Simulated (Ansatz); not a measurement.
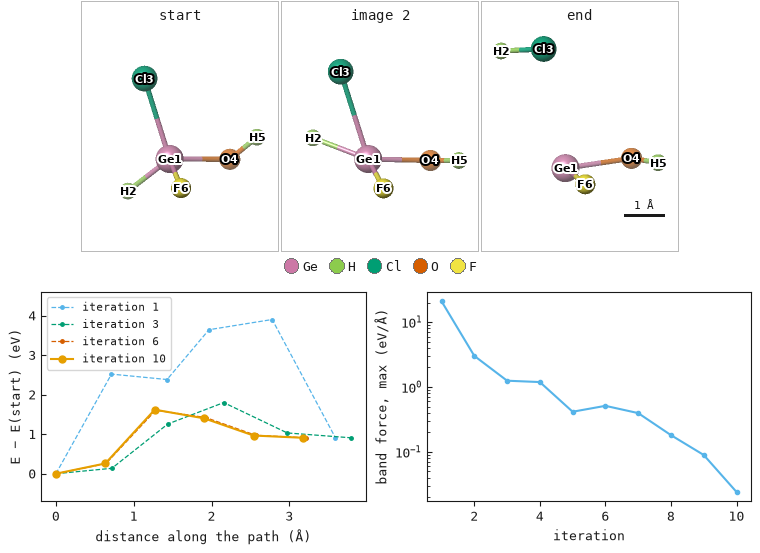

A nudged-elastic-band calculation for GeH2OClF. Images are numbered from 0 (start) to 5 (end). The plot follows the band through its iterations. Style: ball-and-stick. Shown from a free direction.

Method: Ansatz, RKS PBE-D4/def2-SVP. Set-up: 4 movable images; no climbing image; force threshold 0.03 eV/Å; iteration limit 60; starting path through a guess of the saddle point.

**Did the band converge, and can the barrier be trusted?**

The run is converged, with reservations. The band converged in 10 iterations. The largest component of the band force went from 21 to 0.024 eV/Å. No image climbed, so the highest image needn't lie on the saddle point, and the true maximum along this path can be higher. The first iteration put the highest image at 3.90 eV. The highest point, image 2, lies 1.62 eV above the start and 0.71 eV above the end; the end is at +0.91 eV relative to the start.

The run took 54 s on 2 threads of Arm Neoverse V1, on a shared host, peak memory 0.13 GiB.
